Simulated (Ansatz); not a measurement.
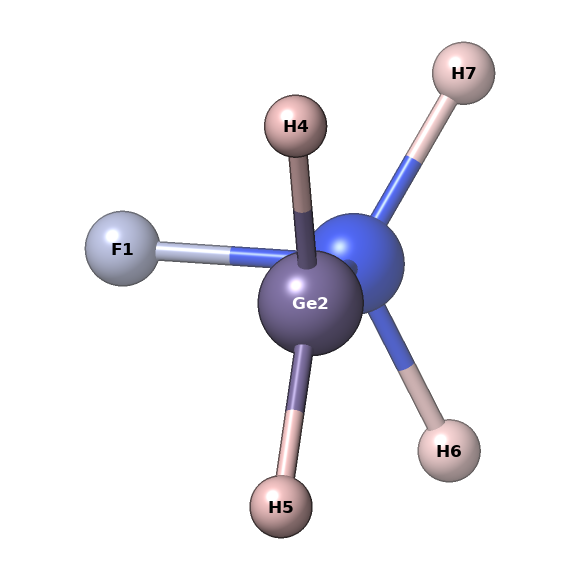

Si3 lies behind Ge2. The molecule seen nearly along the Ge2–Si3 bond, Ge2 in front. Distant atoms are faded towards the background colour. The species has charge +1 and is a spin singlet. The computed structure is the end point of a PBE0-D4/def2-TZVP optimisation. No frequency run is at hand to confirm it as a minimum.

**What is the torsion angle H4–Ge2–Si3–F1? The sign is positive where the front bond must turn clockwise to cover the back bond.**

−88°, about perpendicular.
